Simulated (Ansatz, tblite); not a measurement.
# The cluster HfSi₅: a ladder of methods and basis sets

How do method and basis change the picture of the cluster HfSi₅ (singlet)?

Method: as each input shows; program: Ansatz 0.2.0, Gaussian basis.

The runs, in order: GFN2-xTB, PBE-D4/def2-TZVP, r2SCAN-D4/def2-TZVP, BLYP-D4/def2-TZVP, revPBE-D4/def2-TZVP, PBE-D4/def2-SVP, PBE0-D4/def2-SVP, PBE0-D4/def2-TZVPD, PBE-D4/def2-TZVPD, r2SCAN-D4/def2-TZVPD, CCSD(T)/def2-TZVP, RPA/def2-TZVP.

2 further runs of the same task are left out: 2 set aside as unsound or not needed.

## Step 1: The relaxed structure

The geometry is that of the singlet, from an earlier relaxation (PBE0-D4/def2-SVP). At that level it is the lowest of the isomers that a small search found.

6 atoms, charge 0, spin multiplicity 1.

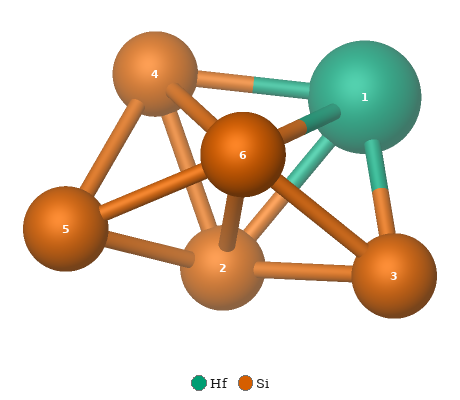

The structure; hafnium teal, silicon orange; atoms are numbered from 1 in the order of the file.

Hf takes a core potential in the def2 sets. No spin-orbit coupling is included.

PBE0-D4/def2-TZVP was run before; its log isn't repeated, and its numbers join the tables.

## Step 2: GFN2-xTB

Tight binding, by tblite at 300 K electronic temperature and without a spin-polarisation term:

```python
tblite.interface.Calculator('GFN2-xTB', numbers, positions, charge=0, uhf=0).singlepoint()
```

Energy -265.5718 eV, HOMO -6.29 eV, LUMO -6.09 eV; 0.017 s.

## Step 3: PBE-D4/def2-TZVP

start.molden holds the orbitals of an earlier run on this state, given as this run's starting guess.

The input, in.yaml:

```yaml
crystal:
  periodic: [false, false, false]
  atoms:
    - {symbol: Hf, position_ang: [1.906155, 0.146353, 0.520375]}
    - {symbol: Si, position_ang: [-0.299355, 1.148496, -0.528092]}
    - {symbol: Si, position_ang: [1.116526, -0.292629, -1.864905]}
    - {symbol: Si, position_ang: [-0.267097, 0.298055, 1.762208]}
    - {symbol: Si, position_ang: [-2.226836, -0.026463, 0.217642]}
    - {symbol: Si, position_ang: [-0.229393, -1.273812, -0.107229]}
basis:
  gaussian: {orbitals: def2-TZVP, initial_orbitals: start.molden}
hamiltonian: {xc: pbe, dispersion: d4}
scf: {omitted_lower_state_checks: [starts]}
output: {forces: true, orbitals: {seedname: orbitals}}
```

Started as:

```
$ ansatz run in.yaml --threads 4 --pin off --events-out ev --progress --plain --max-ram 4787MiB
```

What it wrote:

```text
Functional definition: PBE
  name "PBE"
  cite "Perdew, Burke & Ernzerhof, Phys. Rev. Lett. 77, 3865 (1996) doi:10.1103/PhysRevLett.77.3865"
  parent pbe
  parameter kappa = 0.804
  parameter beta = 0.06672455060314922
  exchange = pbe_x(kappa = kappa, mu = beta*pi^2/3)
  correlation = pbe_c(beta = beta)
these checks for a lower state are left out or cut short: starts
1605 factors; their error is unknown
mean field evaluation 1: about -40675.3013 eV, gradient 1.4e1 eV
mean field evaluation 2: about -40675.4570 eV, gradient 2.6e-1 eV
mean field evaluation 4: about -40675.4282 eV, gradient 3.9e-2 eV
mean field evaluation 8: about -40675.4282 eV, gradient 1.0e-5 eV
mean field -40675.42821509 eV, -1494.7944161090 hartree, gradient 1.0e-5 eV, S^2 0.000000; 0 other end points of the search recorded, 0 dependent functions left out
the calculation of the forces begins
reference -40675.42825296 eV, -1494.7944175008 hartree; 41, 41 occupied and 184, 184 virtual orbitals, 1605 factors
Total energy: -40675.89451173 eV, -1494.8115521945 hartree
Atom 0 at     1.906155     0.146353     0.520375 Å, force     0.233095     0.012427     0.037549 eV/Å
Atom 1 at    -0.299355     1.148496    -0.528092 Å, force    -0.048555     0.012222     0.017962 eV/Å
Atom 2 at     1.116526    -0.292629    -1.864905 Å, force     0.051734    -0.023197    -0.147117 eV/Å
Atom 3 at    -0.267097     0.298055     1.762208 Å, force    -0.055418     0.015868     0.095462 eV/Å
Atom 4 at    -2.226836    -0.026463     0.217642 Å, force    -0.133104    -0.008600    -0.025848 eV/Å
Atom 5 at    -0.229393    -1.273812    -0.107229 Å, force    -0.047753    -0.008721     0.021992 eV/Å
Dipole moment:     1.168864     0.104265     0.403805 e Å
Checks for a lower state left out: starts
```

Run time: 4 s. Hardware: 4 threads of Arm Neoverse V2, shared host.

From the report: HOMO -4.55 eV, LUMO -3.51 eV.

## Step 4: r2SCAN-D4/def2-TZVP

Edit in.yaml of step 3 so:

```diff
@@ -11,4 +11,4 @@
   gaussian: {orbitals: def2-TZVP, initial_orbitals: start.molden}
-hamiltonian: {xc: pbe, dispersion: d4}
+hamiltonian: {xc: r2scan, dispersion: d4}
 scf: {omitted_lower_state_checks: [starts]}
-output: {forces: true, orbitals: {seedname: orbitals}}
+output: {orbitals: {seedname: orbitals}}
```

Launched as before.

What it wrote:

```text
Functional definition: r2SCAN
  name "r2SCAN"
  cite "Furness, Kaplan, Ning, Perdew & Sun, J. Phys. Chem. Lett. 11, 8208 (2020) doi:10.1021/acs.jpclett.0c02405"
  cite "Furness, Kaplan, Ning, Perdew & Sun, J. Phys. Chem. Lett. 11, 9248 (2020) doi:10.1021/acs.jpclett.0c03077"
  parent r2scan
  parameter k0 = 0.174
  parameter k1 = 0.065
  parameter a1 = 4.9479
  exchange = r2scan_x(k0 = k0, k1 = k1, a1 = a1)
  correlation = r2scan_c
these checks for a lower state are left out or cut short: starts
1605 factors; their error is unknown
mean field evaluation 1: about -40691.1133 eV, gradient 9.4e0 eV
mean field evaluation 2: about -40691.1765 eV, gradient 1.3e-1 eV
mean field evaluation 4: about -40691.1393 eV, gradient 2.8e-3 eV
mean field -40691.13934930 eV, -1495.3717896420 hartree, gradient 1.6e-5 eV, S^2 0.000000; 0 other end points of the search recorded, 0 dependent functions left out
reference -40691.13936025 eV, -1495.3717900444 hartree; 41, 41 occupied and 184, 184 virtual orbitals, 1605 factors
Total energy: -40691.22474091 eV, -1495.3749277257 hartree
Checks for a lower state left out: starts
```

It took 9 s on 4 threads of Arm Neoverse V2, shared host.

From the report: HOMO -4.67 eV, LUMO -3.36 eV.

## Step 5: BLYP-D4/def2-TZVP

Edit in.yaml of step 4 so:

```diff
@@ -11,3 +11,3 @@
   gaussian: {orbitals: def2-TZVP, initial_orbitals: start.molden}
-hamiltonian: {xc: r2scan, dispersion: d4}
+hamiltonian: {xc: {name: BLYP}, dispersion: d4}
 scf: {omitted_lower_state_checks: [starts]}
```

Launched as before.

What it wrote:

```text
Functional definition: BLYP
  name "BLYP"
  cite "Becke, Phys. Rev. A 38, 3098 (1988) doi:10.1103/PhysRevA.38.3098"
  cite "Lee, Yang & Parr, Phys. Rev. B 37, 785 (1988) doi:10.1103/PhysRevB.37.785"
  parameter beta = 0.0042
  parameter a = 0.04918
  parameter b = 0.132
  parameter c = 0.2533
  parameter d = 0.349
  exchange = b88_x(beta = beta)
  correlation = lyp_c(a = a, b = b, c = c, d = d)
these checks for a lower state are left out or cut short: starts
1605 factors; their error is unknown
mean field evaluation 1: about -40692.5348 eV, gradient 1.8e1 eV
mean field evaluation 2: about -40692.8955 eV, gradient 4.5e-1 eV
mean field evaluation 4: about -40692.8676 eV, gradient 4.0e-2 eV
mean field -40692.86763955 eV, -1495.4353031372 hartree, gradient 1.8e-5 eV, S^2 0.000000; 0 other end points of the search recorded, 0 dependent functions left out
reference -40692.86794986 eV, -1495.4353145409 hartree; 41, 41 occupied and 184, 184 virtual orbitals, 1605 factors
Total energy: -40693.83057357 eV, -1495.4706903096 hartree
Checks for a lower state left out: starts
```

Run time: 3.5 s. Hardware: 4 threads of Arm Neoverse V2, shared host.

From the report: HOMO -4.34 eV, LUMO -3.38 eV.

## Step 6: revPBE-D4/def2-TZVP

Edit in.yaml of step 5 so:

```diff
@@ -11,3 +11,3 @@
   gaussian: {orbitals: def2-TZVP, initial_orbitals: start.molden}
-hamiltonian: {xc: {name: BLYP}, dispersion: d4}
+hamiltonian: {xc: {name: revPBE}, dispersion: d4}
 scf: {omitted_lower_state_checks: [starts]}
```

Launched as before.

What it wrote:

```text
Functional definition: revPBE
  name "revPBE"
  cite "Zhang & Yang, Phys. Rev. Lett. 80, 890 (1998) doi:10.1103/PhysRevLett.80.890"
  cite "Perdew, Burke & Ernzerhof, Phys. Rev. Lett. 77, 3865 (1996) doi:10.1103/PhysRevLett.77.3865"
  parameter kappa = 1.245
  parameter beta = 0.06672455060314922
  exchange = pbe_x(kappa = kappa, mu = beta*pi^2/3)
  correlation = pbe_c(beta = beta)
these checks for a lower state are left out or cut short: starts
1605 factors; their error is unknown
mean field evaluation 1: about -40687.7721 eV, gradient 1.1e1 eV
mean field evaluation 2: about -40687.8817 eV, gradient 2.0e-1 eV
mean field evaluation 4: about -40687.8525 eV, gradient 2.7e-3 eV
mean field -40687.85246952 eV, -1495.2509990380 hartree, gradient 2.2e-5 eV, S^2 0.000000; 0 other end points of the search recorded, 0 dependent functions left out
reference -40687.85251691 eV, -1495.2510007796 hartree; 41, 41 occupied and 184, 184 virtual orbitals, 1605 factors
Total energy: -40688.77714240 eV, -1495.2849801396 hartree
Checks for a lower state left out: starts
```

Wall time 3.6 s (4 threads of Arm Neoverse V2, shared host).

HOMO -4.50 eV, LUMO -3.41 eV.

## Step 7: PBE-D4/def2-SVP

Edit in.yaml of step 6 so:

```diff
@@ -10,4 +10,4 @@
 basis:
-  gaussian: {orbitals: def2-TZVP, initial_orbitals: start.molden}
-hamiltonian: {xc: {name: revPBE}, dispersion: d4}
+  gaussian: {orbitals: def2-SVP, initial_orbitals: start.molden}
+hamiltonian: {xc: pbe, dispersion: d4}
 scf: {omitted_lower_state_checks: [starts]}
```

The command is unchanged.

What it wrote:

```text
Functional definition: PBE
  name "PBE"
  cite "Perdew, Burke & Ernzerhof, Phys. Rev. Lett. 77, 3865 (1996) doi:10.1103/PhysRevLett.77.3865"
  parent pbe
  parameter kappa = 0.804
  parameter beta = 0.06672455060314922
  exchange = pbe_x(kappa = kappa, mu = beta*pi^2/3)
  correlation = pbe_c(beta = beta)
these checks for a lower state are left out or cut short: starts
1294 factors; their error is unknown
mean field evaluation 1: about -40661.3925 eV, gradient 4.2e1 eV
mean field evaluation 2: about -40661.6488 eV, gradient 8.6e-1 eV
mean field evaluation 4: about -40661.4762 eV, gradient 3.1e-1 eV
mean field evaluation 8: about -40661.4763 eV, gradient 1.4e-5 eV
mean field -40661.47625568 eV, -1494.2816910578 hartree, gradient 1.4e-5 eV, S^2 0.000000; 0 other end points of the search recorded, 0 dependent functions left out
reference -40661.47629549 eV, -1494.2816925209 hartree; 41, 41 occupied and 81, 81 virtual orbitals, 1294 factors
Total energy: -40661.94255426 eV, -1494.2988272145 hartree
Checks for a lower state left out: starts
```

Wall time 2 s (4 threads of Arm Neoverse V2, shared host).

Report: HOMO -4.63 eV, LUMO -3.56 eV.

## Step 8: PBE0-D4/def2-SVP

Edit in.yaml of step 7 so:

```diff
@@ -11,3 +11,3 @@
   gaussian: {orbitals: def2-SVP, initial_orbitals: start.molden}
-hamiltonian: {xc: pbe, dispersion: d4}
+hamiltonian: {xc: pbe0, dispersion: d4}
 scf: {omitted_lower_state_checks: [starts]}
```

The command is unchanged.

What it wrote:

```text
Functional definition: PBE0
  name "PBE0"
  cite "Adamo & Barone, J. Chem. Phys. 110, 6158 (1999) doi:10.1063/1.478522"
  cite "Perdew, Burke & Ernzerhof, Phys. Rev. Lett. 77, 3865 (1996) doi:10.1103/PhysRevLett.77.3865"
  parent pbe
  parameter a = 0.25
  parameter kappa = 0.804
  parameter beta = 0.06672455060314922
  exchange = (1 - a)*pbe_x(kappa = kappa, mu = beta*pi^2/3) + a*exact_x
  correlation = pbe_c(beta = beta)
these checks for a lower state are left out or cut short: starts
1154 factors; integrals over basis functions are off by at most 6.6e-4 eV
mean field evaluation 1: about -40663.2933 eV, gradient 4.2e1 eV
mean field evaluation 2: about -40663.4386 eV, gradient 5.9e-1 eV
mean field evaluation 4: about -40663.4555 eV, gradient 6.1e-3 eV
mean field -40663.45554320 eV, -1494.3544285327 hartree, gradient 2.2e-5 eV, S^2 0.000000; 0 other end points of the search recorded, 0 dependent functions left out
reference -40663.45557305 eV, -1494.3544296295 hartree; 41, 41 occupied and 81, 81 virtual orbitals, 1154 factors
Total energy: -40663.85399175 eV, -1494.3690712466 hartree
Checks for a lower state left out: starts
```

Wall time 2.6 s (4 threads of Arm Neoverse V2, shared host).

From the report: HOMO -5.44 eV, LUMO -2.98 eV.

## Step 9: PBE0-D4/def2-TZVPD

Edit in.yaml of step 8 so:

```diff
@@ -10,3 +10,3 @@
 basis:
-  gaussian: {orbitals: def2-SVP, initial_orbitals: start.molden}
+  gaussian: {orbitals: def2-TZVPD, initial_orbitals: start.molden}
 hamiltonian: {xc: pbe0, dispersion: d4}
```

The command is unchanged.

What it wrote:

```text
Functional definition: PBE0
  name "PBE0"
  cite "Adamo & Barone, J. Chem. Phys. 110, 6158 (1999) doi:10.1063/1.478522"
  cite "Perdew, Burke & Ernzerhof, Phys. Rev. Lett. 77, 3865 (1996) doi:10.1103/PhysRevLett.77.3865"
  parent pbe
  parameter a = 0.25
  parameter kappa = 0.804
  parameter beta = 0.06672455060314922
  exchange = (1 - a)*pbe_x(kappa = kappa, mu = beta*pi^2/3) + a*exact_x
  correlation = pbe_c(beta = beta)
these checks for a lower state are left out or cut short: starts
1919 factors; their error is unknown
mean field evaluation 1: about -40677.3211 eV, gradient 5.2e0 eV
mean field evaluation 2: about -40677.3455 eV, gradient 4.9e-2 eV
mean field evaluation 4: about -40677.3823 eV, gradient 7.0e-5 eV
mean field -40677.38234888 eV, -1494.8662292012 hartree, gradient 2.4e-5 eV, S^2 0.000000; 0 other end points of the search recorded, 0 dependent functions left out
reference -40677.38238240 eV, -1494.8662304332 hartree; 41, 41 occupied and 217, 217 virtual orbitals, 1919 factors
Total energy: -40677.78080110 eV, -1494.8808720503 hartree
Checks for a lower state left out: starts
```

Wall time 8 s (4 threads of Arm Neoverse V2, shared host); peak memory 1.1 GiB.

HOMO -5.34 eV, LUMO -2.93 eV.

## Step 10: PBE-D4/def2-TZVPD

Edit in.yaml of step 9 so:

```diff
@@ -11,3 +11,3 @@
   gaussian: {orbitals: def2-TZVPD, initial_orbitals: start.molden}
-hamiltonian: {xc: pbe0, dispersion: d4}
+hamiltonian: {xc: pbe, dispersion: d4}
 scf: {omitted_lower_state_checks: [starts]}
```

Launched as before.

What it wrote:

```text
Functional definition: PBE
  name "PBE"
  cite "Perdew, Burke & Ernzerhof, Phys. Rev. Lett. 77, 3865 (1996) doi:10.1103/PhysRevLett.77.3865"
  parent pbe
  parameter kappa = 0.804
  parameter beta = 0.06672455060314922
  exchange = pbe_x(kappa = kappa, mu = beta*pi^2/3)
  correlation = pbe_c(beta = beta)
these checks for a lower state are left out or cut short: starts
1742 factors; their error is unknown
mean field evaluation 1: about -40675.2874 eV, gradient 1.5e1 eV
mean field evaluation 2: about -40675.4682 eV, gradient 3.0e-1 eV
mean field evaluation 4: about -40675.4536 eV, gradient 5.3e-2 eV
mean field -40675.45359182 eV, -1494.7953486868 hartree, gradient 2.7e-5 eV, S^2 0.000000; 0 other end points of the search recorded, 0 dependent functions left out
reference -40675.45363588 eV, -1494.7953503059 hartree; 41, 41 occupied and 217, 217 virtual orbitals, 1742 factors
Total energy: -40675.91989465 eV, -1494.8124849995 hartree
Checks for a lower state left out: starts
```

Run time: 4.8 s. Hardware: 4 threads of Arm Neoverse V2, shared host.

From the report: HOMO -4.56 eV, LUMO -3.52 eV.

## Step 11: r2SCAN-D4/def2-TZVPD

Edit in.yaml of step 10 so:

```diff
@@ -11,3 +11,3 @@
   gaussian: {orbitals: def2-TZVPD, initial_orbitals: start.molden}
-hamiltonian: {xc: pbe, dispersion: d4}
+hamiltonian: {xc: r2scan, dispersion: d4}
 scf: {omitted_lower_state_checks: [starts]}
```

Launched as before.

What it wrote:

```text
Functional definition: r2SCAN
  name "r2SCAN"
  cite "Furness, Kaplan, Ning, Perdew & Sun, J. Phys. Chem. Lett. 11, 8208 (2020) doi:10.1021/acs.jpclett.0c02405"
  cite "Furness, Kaplan, Ning, Perdew & Sun, J. Phys. Chem. Lett. 11, 9248 (2020) doi:10.1021/acs.jpclett.0c03077"
  parent r2scan
  parameter k0 = 0.174
  parameter k1 = 0.065
  parameter a1 = 4.9479
  exchange = r2scan_x(k0 = k0, k1 = k1, a1 = a1)
  correlation = r2scan_c
these checks for a lower state are left out or cut short: starts
1742 factors; their error is unknown
mean field evaluation 1: about -40691.0995 eV, gradient 1.1e1 eV
mean field evaluation 2: about -40691.1854 eV, gradient 1.7e-1 eV
mean field evaluation 4: about -40691.1622 eV, gradient 3.4e-3 eV
mean field -40691.16216899 eV, -1495.3726282502 hartree, gradient 2.1e-5 eV, S^2 0.000000; 0 other end points of the search recorded, 0 dependent functions left out
reference -40691.16218342 eV, -1495.3726287803 hartree; 41, 41 occupied and 217, 217 virtual orbitals, 1742 factors
Total energy: -40691.24756408 eV, -1495.3757664617 hartree
Checks for a lower state left out: starts
```

It took 13 s on 4 threads of Arm Neoverse V2, shared host; peak memory 0.56 GiB.

Report: HOMO -4.68 eV, LUMO -3.37 eV.

## Step 12: CCSD(T)/def2-TZVP

Edit in.yaml of step 11 so:

```diff
@@ -10,4 +10,4 @@
 basis:
-  gaussian: {orbitals: def2-TZVPD, initial_orbitals: start.molden}
-hamiltonian: {xc: r2scan, dispersion: d4}
+  gaussian: {orbitals: def2-TZVP, initial_orbitals: start.molden}
+correlation: {method: ccsd_t}
 scf: {omitted_lower_state_checks: [starts]}
```

Same command.

What it wrote (excerpt; [...] marks lines left out):

```text
Functional definition: HF
  name "HF"
  cite "Fock, Z. Phys. 61, 126 (1930) doi:10.1007/BF01340294"
  parent pbe
[...]
1473 factors; integrals over basis functions are off by at most 8.6e-4 eV
[...]
mean field -40599.85409025 eV, -1492.0171182473 hartree, gradient 3.2e-6 eV, S^2 0.000000; 0 other end points of the search recorded, 0 dependent functions left out; unrestricted orbitals would lower it
25 core orbitals not correlated: weight in the atoms' cores, before any rotation towards them, 1.000 or more for the frozen orbitals, at most 0.000 for the correlated occupied ones
reference -40599.85409025 eV, -1492.0171182473 hartree; 16, 16 occupied and 184, 184 virtual orbitals, 1473 factors
second order -25.15520238 eV of doubles, -0.00000000 eV of singles
cycle   1  -21.71005851 eV  change     3.4e0 eV  update   3.7e-1
[...]
cycle  18  -23.76682705 eV  change    2.2e-5 eV  update   2.2e-5
perturbative correction -2.31778271 eV, -0.0851769434 hartree
Total energy: -40625.93870001 eV, -1492.9757099750 hartree
Checks for a lower state left out: starts
```

Wall time 94 s (4 threads of Arm Neoverse V2, shared host); peak memory 3.3 GiB.

From the report: Hartree-Fock HOMO -7.00 eV, LUMO -0.92 eV; T1 0.031. Doubts: restricted state is unstable towards broken spin symmetry.

## Step 13: RPA/def2-TZVP

Edit in.yaml of step 12 so:

```diff
@@ -11,4 +11,4 @@
   gaussian: {orbitals: def2-TZVP, initial_orbitals: start.molden}
-correlation: {method: ccsd_t}
+hamiltonian: {xc: pbe}
+correlation: {method: rpa}
 scf: {omitted_lower_state_checks: [starts]}
-output: {orbitals: {seedname: orbitals}}
```

The command is unchanged.

What it wrote (excerpt; [...] marks lines left out):

```text
Functional definition: PBE
  name "PBE"
  cite "Perdew, Burke & Ernzerhof, Phys. Rev. Lett. 77, 3865 (1996) doi:10.1103/PhysRevLett.77.3865"
  parent pbe
[...]
1473 factors; integrals over basis functions are off by at most 8.6e-4 eV
[...]
mean field -40675.42818665 eV, -1494.7944150637 hartree, gradient 2.8e-6 eV, S^2 0.000000; 0 other end points of the search recorded, 0 dependent functions left out
25 core orbitals not correlated: weight in the atoms' cores, before any rotation towards them, 1.000 or more for the frozen orbitals, at most 0.000 for the correlated occupied ones
reference -40597.67649180 eV, -1491.9370929803 hartree; 16, 16 occupied and 184, 184 virtual orbitals, 1473 factors
Total energy: -40634.78047240 eV, -1493.3006391174 hartree
Checks for a lower state left out: starts
```

Run time: 7.5 s. Hardware: 4 threads of Arm Neoverse V2, shared host; peak memory 0.62 GiB.

## Step 14: Levels side by side

| level | functions | HOMO (eV) | LUMO (eV) | gap (eV) | time |
| --- | --- | --- | --- | --- | --- |
| PBE-D4/def2-SVP | 122 | -4.63 | -3.56 | 1.07 | 2 s |
| PBE-D4/def2-TZVP | 225 | -4.55 | -3.51 | 1.04 | 4 s |
| PBE-D4/def2-TZVPD | 258 | -4.56 | -3.52 | 1.04 | 4.8 s |
| revPBE-D4/def2-TZVP | 225 | -4.50 | -3.41 | 1.09 | 3.6 s |
| BLYP-D4/def2-TZVP | 225 | -4.34 | -3.38 | 0.96 | 3.5 s |
| r2SCAN-D4/def2-TZVP | 225 | -4.67 | -3.36 | 1.31 | 9 s |
| r2SCAN-D4/def2-TZVPD | 258 | -4.68 | -3.37 | 1.31 | 13 s |
| PBE0-D4/def2-SVP | 122 | -5.44 | -2.98 | 2.47 | 2.6 s |
| PBE0-D4/def2-TZVP | 225 | -5.33 | -2.92 | 2.42 | 5.5 s |
| PBE0-D4/def2-TZVPD | 258 | -5.34 | -2.93 | 2.41 | 8 s |

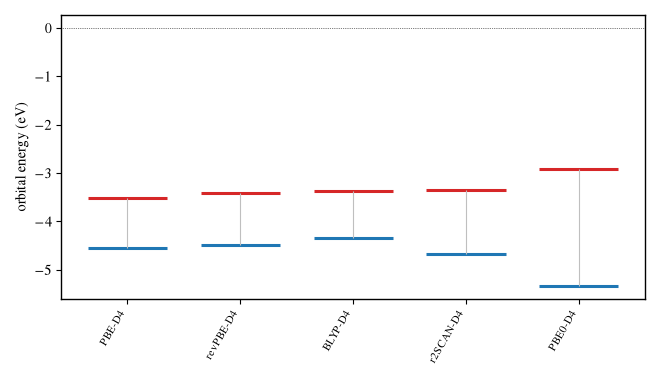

Highest filled (blue) and lowest empty (red) level in def2-TZVP.

Energy pieces by basis (eV):

| basis | HF | MP2 correlation | CCSD correlation | (T) | total |
| --- | --- | --- | --- | --- | --- |
| def2-TZVP | -40599.8541 | -25.1552 | -23.7668 | -2.3178 | -40625.9387 |

## Step 15: Binding energy

Free atoms were run apart at each level; binding is atoms less cluster, divided by the number of atoms, without zero-point or spin-orbit terms.

| level | binding an atom (eV) |
| --- | --- |
| HF/def2-TZVP | 1.793 |
| PBE-D4/def2-SVP | 3.678 |
| PBE-D4/def2-TZVP | 3.743 |
| PBE-D4/def2-TZVPD | 3.744 |
| revPBE-D4/def2-TZVP | 3.626 |
| BLYP-D4/def2-TZVP | 3.353 |
| r2SCAN-D4/def2-TZVP | 3.620 |
| r2SCAN-D4/def2-TZVPD | 3.622 |
| PBE0-D4/def2-SVP | 3.501 |
| PBE0-D4/def2-TZVP | 3.584 |
| PBE0-D4/def2-TZVPD | 3.586 |
| RPA/def2-TZVP | 3.084 |
| MP2/def2-TZVP | 3.782 |
| CCSD/def2-TZVP | 3.079 |
| CCSD(T)/def2-TZVP | 3.378 |

## Step 16: Summary of results

```
                                                 quantity                                 value
gap in def2-TZVP, named functionals, smallest and largest  0.96 eV (BLYP-D4), 2.42 eV (PBE0-D4)
                    correlation energy, CCSD(T)/def2-TZVP                             -26.08 eV
                binding an atom, functionals in def2-TZVP    3.35 (BLYP-D4) to 3.74 eV (PBE-D4)
          PBE0 total energy, smallest basis above largest       13.93 eV (def2-SVP, def2-TZVPD)
```

In words: Over the named functionals in def2-TZVP the gap runs from 0.96 eV (BLYP-D4) to 2.42 eV (PBE0-D4); exact exchange widens it. Notes on CCSD(T)/def2-TZVP and its Hartree-Fock reference, which MP2 shares: restricted state is unstable towards broken spin symmetry.

The slowest run with a step of its own, CCSD(T)/def2-TZVP, took 94 s; the quickest functional in def2-TZVP took 3.5 s (shared host).
